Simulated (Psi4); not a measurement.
# One shape, several levels: NH3 (SMILES N)

We compute a comparison of 5 runs (HF/def2-SVP, B2PLYP/6-31G, B3LYP/6-31G*, MP2/pcseg-2, EOM-CC3/6-31+G*) of NH3. 

The results are computed with Psi4 1.11.

2 further runs of the same task are left out: 2 set aside as unsound or not needed.

**1. Starting point**

NH3 has 4 atoms, charge 0, and is taken as a singlet. As SMILES, `N`. Geometry: relaxed at GFN2-xTB.

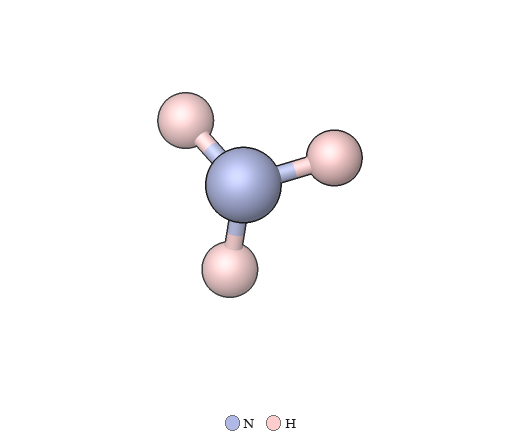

The structure, seen from a chosen angle (nitrogen light blue, hydrogen pink).

**2. Energy and forces at HF/def2-SVP (run 1)**

The input, calc.py:

```python
import psi4

psi4.set_memory('1600 MB')
psi4.set_num_threads(1)
psi4.core.set_output_file('output.dat', False)

m = psi4.geometry("""
N     -0.12880373     0.45888219     0.20420381
H      0.92961297    -0.56780601     1.42368187
H     -1.68556011    -0.56808947    -0.22364909
H      0.88475087     0.67699438    -1.40423659
units au
symmetry c1
""")

options = {'basis': 'def2-SVP', 'puream': True, 'e_convergence': 1e-09, 'd_convergence': 1e-08, 'scf_type': 'pk'}
psi4.set_options(options)

result, w = psi4.gradient('scf', molecule=m, return_wfn=True)
psi4.oeprop(w, 'MAYER_INDICES', 'LOWDIN_CHARGES', 'QUADRUPOLE', title='SCF')
print('gradient / Eh bohr^-1')
print(result.np.round(6))
print(f'energy = {w.energy():.10f} Eh')
for k, v in sorted(psi4.core.scalar_variables().items()):
    print(f'{k:45s} {v:18.10f}')
```

Command:

```sh
python calc.py
```

output.dat:

```text
[...]
  Running in c1 symmetry.
[...]
  Nuclear repulsion =   11.945306882314719
[...]
  Multiplicity = 1
[...]
  Nalpha       = 5
  Nbeta        = 5
[...]
    Number of basis functions: 29
[...]
   @RHF iter   1:   -56.07267096899174   -4.11785e-01   1.35314e-02 DIIS/ADIIS
[...]
   @RHF iter  10:   -56.14869161016748   -5.68434e-13   2.13335e-09 DIIS
[...]
    Orbital Energies [Eh]
    ---------------------
    Doubly Occupied:
       1A    -15.534138     2A     -1.117192     3A     -0.621476
       4A     -0.621346     5A     -0.417527
[...]
  @RHF Final Energy:   -56.14869161016748
   => Energetics <=
    Nuclear Repulsion Energy =             11.9453068823147195
    One-Electron Energy =                 -99.5646394950875617
    Two-Electron Energy =                  31.4706410026053582
    Total Energy =                        -56.1486916101674751
[...]
  -Total Gradient:
     Atom            X                  Y                   Z
    ------   -----------------  -----------------  -----------------
       1       -0.001069804597     0.003395229986     0.001603291149
       2        0.003943937352    -0.002799474174     0.005489638837
       3       -0.006641912922    -0.002785850603    -0.001155425682
       4        0.003767780167     0.002190094792    -0.005937504304
[...]
 Multipole Moments:
 ------------------------------------------------------------------------------------
     Multipole            Electronic (a.u.)      Nuclear  (a.u.)        Total (a.u.)
 ------------------------------------------------------------------------------------
 L = 1.  Multiply by 2.5417464519 to convert [e a0] to [Debye]
 Dipole X            :         -0.0406940            0.2102521            0.1695581
 Dipole Y            :          0.1443776           -0.7490616           -0.6046840
 Dipole Z            :          0.0643737           -0.3333310           -0.2689573
 Magnitude           :                                                    0.6831769
 L = 2.  Multiply by 1.3450342976 to convert [e a0^2] to [Debye ang]
 Quadrupole XX       :         -9.1465617            4.5489052           -4.5976565
 Quadrupole XY       :         -0.4035029            0.8119703            0.4084675
[...]
```

The script printed:

```text
gradient / Eh bohr^-1
[[-0.00107   0.003395  0.001603]
 [ 0.003944 -0.002799  0.00549 ]
 [-0.006642 -0.002786 -0.001155]
 [ 0.003768  0.00219  -0.005938]]
energy = -56.1486916102 Eh
CURRENT ENERGY                                    -56.1486916102
CURRENT REFERENCE ENERGY                          -56.1486916102
DD SOLVATION ENERGY                                 0.0000000000
HF KINETIC ENERGY                                  55.8656654052
HF POTENTIAL ENERGY                              -112.0143570154
HF TOTAL ENERGY                                   -56.1486916102
HF VIRIAL RATIO                                     2.0050661923
NUCLEAR REPULSION ENERGY                           11.9453068823
ONE-ELECTRON ENERGY                               -99.5646394951
PCM POLARIZATION ENERGY                             0.0000000000
PE ENERGY                                           0.0000000000
SCF ITERATION ENERGY                              -56.1486916102
SCF ITERATIONS                                     10.0000000000
SCF TOTAL ENERGY                                  -56.1486916102
TWO-ELECTRON ENERGY                                31.4706410026
```

Wall time 2.7 s (1 thread of Intel Xeon Platinum 8488C (Sapphire Rapids), shared host); peak memory 0.19 GiB.

**3. A single-point energy at B2PLYP/6-31G (density fitting for correlation) (run 2)**

The input, h3n.xyz:

```xyz
4
H3N
N     -0.068160     0.242830     0.108060
H      0.491930    -0.300470     0.753380
H     -0.891960    -0.300620    -0.118350
H      0.468190     0.358250    -0.743090
```

The input, run.py:

```python
import numpy as np
from ase.calculators.psi4 import Psi4
from ase.io import read

mol = read('h3n.xyz')
calc = Psi4(atoms=mol, method='b2plyp', basis='6-31G', memory='1600MB', num_threads=1, charge=0, multiplicity=1, label='calc')
calc.psi4.set_options({'puream': True, 'e_convergence': 1e-09, 'd_convergence': 1e-08, 'scf_type': 'pk', 'dft_radial_points': 99, 'dft_spherical_points': 590, 'num_frozen_docc': 1})
mol.calc = calc

print(f'energy: {mol.get_potential_energy():.6f} eV')
```

Command:

```sh
python run.py
```

calc.dat:

```text
[...]
  Running in c1 symmetry.
[...]
  Nuclear repulsion =   11.945306870429269
[...]
  Multiplicity = 1
[...]
  Nalpha       = 5
  Nbeta        = 5
[...]
    Number of basis functions: 15
[...]
   @RKS iter   1:   -56.27507410669880   -2.53463e-01   3.54969e-02 DIIS/ADIIS
[...]
   @RKS iter   8:   -56.40265457010844   -9.18732e-12   5.67877e-09 DIIS
[...]
    Orbital Energies [Eh]
    ---------------------
    Doubly Occupied:
       1A    -14.817159     2A     -0.976149     3A     -0.529343
       4A     -0.529225     5A     -0.309791
[...]
  @RKS Final Energy:   -56.40265457010844
   => Energetics <=
    Nuclear Repulsion Energy =             11.9453068704292686
    One-Electron Energy =                 -99.6064098464176055
    Two-Electron Energy =                  35.1059432921899059
    DFT Exchange-Correlation Energy =      -3.8474948863100042
    Empirical Dispersion Energy =           0.0000000000000000
    VV10 Nonlocal Energy =                  0.0000000000000000
    Total Energy =                        -56.4026545701084387
[...]
 Multipole Moments:
 ------------------------------------------------------------------------------------
     Multipole            Electronic (a.u.)      Nuclear  (a.u.)        Total (a.u.)
 ------------------------------------------------------------------------------------
 L = 1.  Multiply by 2.5417464519 to convert [e a0] to [Debye]
 Dipole X            :          0.0057331            0.2102521            0.2159852
 Dipole Y            :         -0.0212468           -0.7490616           -0.7703084
 Dipole Z            :         -0.0092820           -0.3333310           -0.3426130
 Magnitude           :                                                    0.8702921
[...]
```

Standard output:

```text
energy: -1535.838897 eV
```

It took 3.6 s on 1 thread of Intel Xeon Platinum 8488C (Sapphire Rapids), shared host; peak memory 0.33 GiB.

Run 3 isn't shown in full; the table further down has it.

**4. A single-point energy at MP2/pcseg-2 (run 4)**

The input, job.in:

```
memory 1600 MB

molecule {
  0 1
  N     -0.068160     0.242830     0.108060
  H      0.491930    -0.300470     0.753380
  H     -0.891960    -0.300620    -0.118350
  H      0.468190     0.358250    -0.743090
  symmetry c1
}

set globals {
  basis pcseg-2
  puream true
  e_convergence 1e-09
  d_convergence 1e-08
  scf_type pk
  num_frozen_docc 1
  mp2_type conv
}

e, wfn = energy('mp2', return_wfn=True)
print_variables()
```

Command:

```sh
psi4 -n 1 job.in job.out
```

job.out:

```text
[...]
  Running in c1 symmetry.
[...]
  Nuclear repulsion =   11.945306870429269
[...]
  Multiplicity = 1
[...]
  Nalpha       = 5
  Nbeta        = 5
[...]
    Number of basis functions: 72
[...]
   @RHF iter   1:   -56.12381625619134   -4.76186e-01   6.35577e-03 ADIIS/DIIS
[...]
   @RHF iter  10:   -56.21872074788362   -6.72884e-12   4.00597e-09 DIIS
[...]
    Orbital Energies [Eh]
    ---------------------
    Doubly Occupied:
       1A    -15.533991     2A     -1.139061     3A     -0.629705
       4A     -0.629577     5A     -0.425786
[...]
  @RHF Final Energy:   -56.21872074788362
   => Energetics <=
    Nuclear Repulsion Energy =             11.9453068704292686
    One-Electron Energy =                 -99.6118168916346036
    Two-Electron Energy =                  31.4477892733217175
    Total Energy =                        -56.2187207478836228
[...]
 Multipole Moments:
 ------------------------------------------------------------------------------------
     Multipole            Electronic (a.u.)      Nuclear  (a.u.)        Total (a.u.)
 ------------------------------------------------------------------------------------
 L = 1.  Multiply by 2.5417464519 to convert [e a0] to [Debye]
 Dipole X            :         -0.0493003            0.2102521            0.1609518
 Dipole Y            :          0.1751301           -0.7490616           -0.5739315
 Dipole Z            :          0.0780400           -0.3333310           -0.2552909
 Magnitude           :                                                    0.6484414
[...]
	SCS-MP2 Total Energy (a.u.)        :   -56.45359052564152
	SOS-MP2 Total Energy (a.u.)        :   -56.43641829790840
	SCSN-MP2 Total Energy (a.u.)       :   -56.30939011031457
[...]
	SOS-PI-MP2 Total Energy (a.u.)     :   -56.47270122291253
[...]
	MP2 Total Energy (a.u.)            :   -56.45165205610367
[...]
```

Wall time 3.9 s (1 thread of Intel Xeon Platinum 8488C (Sapphire Rapids), shared host); peak memory 0.3 GiB.

**5. The excited states at EOM-CC3/6-31+G(d) (DKH2, Cartesian functions) (run 5)**

The input, h3n.sdf:

```

     RDKit          3D

  4  3  0  0  0  0  0  0  0  0999 V2000
   -0.0682    0.2428    0.1081 N   0  0  0  0  0  0  0  0  0  0  0  0
    0.4919   -0.3005    0.7534 H   0  0  0  0  0  0  0  0  0  0  0  0
   -0.8920   -0.3006   -0.1183 H   0  0  0  0  0  0  0  0  0  0  0  0
    0.4682    0.3583   -0.7431 H   0  0  0  0  0  0  0  0  0  0  0  0
  2  1  1  0
  3  1  1  0
  4  1  1  0
M  END
$$$$
```

The input, calc.py:

```python
import psi4
from rdkit import Chem

psi4.set_memory('1600 MB')
psi4.set_num_threads(1)
psi4.set_output_file('h3n.out', False)

rd = Chem.SDMolSupplier('h3n.sdf', removeHs=False, sanitize=False)[0]
xyz = rd.GetConformer().GetPositions()
atoms = '\n'.join(f'{a.GetSymbol()} {x:.4f} {y:.4f} {z:.4f}' for a, (x, y, z) in zip(rd.GetAtoms(), xyz))
m = psi4.geometry('0 1\n' + atoms + '\nsymmetry c1')

psi4.set_options({
    'basis': '6-31+G*',
    'scf_type': 'pk',
    'roots_per_irrep': [1],
    'relativistic': 'dkh',
    'dkh_order': 2,
})

energy_value, wavefunction = psi4.energy('eom-cc3', molecule=m, return_wfn=True)
print(f'total energy {energy_value:.8f} hartree = {energy_value * 27.211386:.5f} eV')
```

Command:

```sh
python calc.py
```

h3n.out:

```text
[...]
  Running in c1 symmetry.
[...]
  Nuclear repulsion =   11.945132210866944
[...]
  Multiplicity = 1
[...]
  Nalpha       = 5
  Nbeta        = 5
[...]
    Number of basis functions: 25
[...]
   @RHF iter   1:   -56.13857827964104   -4.22091e-01   1.61500e-02 ADIIS/DIIS
[...]
   @RHF iter  10:   -56.21630282408429   -2.39453e-12   7.06646e-09 DIIS
[...]
    Orbital Energies [Eh]
    ---------------------
    Doubly Occupied:
       1A    -15.561595     2A     -1.144854     3A     -0.634137
       4A     -0.633975     5A     -0.424478
[...]
  @RHF Final Energy:   -56.21630282408429
   => Energetics <=
    Nuclear Repulsion Energy =             11.9451322108669444
    One-Electron Energy =                 -99.5247914753393985
    Two-Electron Energy =                  31.3633564403881593
    Total Energy =                        -56.2163028240842948
[...]
 Multipole Moments:
 ------------------------------------------------------------------------------------
     Multipole            Electronic (a.u.)      Nuclear  (a.u.)        Total (a.u.)
 ------------------------------------------------------------------------------------
 L = 1.  Multiply by 2.5417464519 to convert [e a0] to [Debye]
 Dipole X            :         -0.0261241            0.2102983            0.1841743
 Dipole Y            :          0.0922766           -0.7489613           -0.6566847
 Dipole Z            :          0.0412384           -0.3333772           -0.2921388
 Magnitude           :                                                    0.7419569
[...]
      * MP2 total energy                      =  -56.393519767992153
[...]
                     Excitation Energy              Total Energy
[...]
```

The script printed:

```text
total energy -56.15842147 hartree = -1528.14848 eV
```

Run time: 8.4 s. Hardware: 1 thread of Intel Xeon Platinum 8488C (Sapphire Rapids), shared host; peak memory 0.23 GiB.

**6. All runs side by side**

| run | level | task | frozen core orbitals | energy (Eh) | HOMO energy (eV) | LUMO energy (eV) | HOMO–LUMO gap (eV) | wall time |
| --- | --- | --- | --- | --- | --- | --- | --- | --- |
| 1 | HF/def2-SVP | gradient | 0 | -56.148692 | -11.36 | 4.84 | 16.20 | 2.7 s |
| 2 | B2PLYP/6-31G (density fitting for correlation) | energy | 1 | -56.441039 | -8.43 | 3.62 | 12.05 | 3.6 s |
| 3 | B3LYP/6-31G* (spherical functions) | gradient | 0 | -56.546466 | -6.71 | 2.26 | 8.97 | 5.4 s |
| 4 | MP2/pcseg-2 | energy | 1 | -56.451652 | -11.59 | 2.67 | 14.26 | 3.9 s |
| 5 | EOM-CC3/6-31+G* (DKH2, Cartesian functions) | excited | 0 | -56.411041 | -11.55 | 3.12 | 14.67 | 8.4 s |

**7. Outcome**

| quantity | value |
| --- | --- |
| run 5: ground-state or mean-field energy | -56.41104 Eh |
| run 5: HOMO energy (Hartree–Fock orbitals) | -11.55 eV |
| run 5: LUMO energy (Hartree–Fock orbitals) | 3.12 eV |
| run 5: HOMO–LUMO gap (Hartree–Fock orbitals) | 14.67 eV |
| run 5: T1 diagnostic | 0.008 |
| run 5: lowest excitation energy | 6.87 eV |

What this shows: Over runs 1, 2, 3 the HOMO–LUMO gap runs from 8.97 eV (B3LYP/6-31G*) to 16.20 eV (HF/def2-SVP). The two ends differ in method and basis. Totals of different functionals can't be ranked against each other. All runs together took 24 s, the longest 8.4 s.
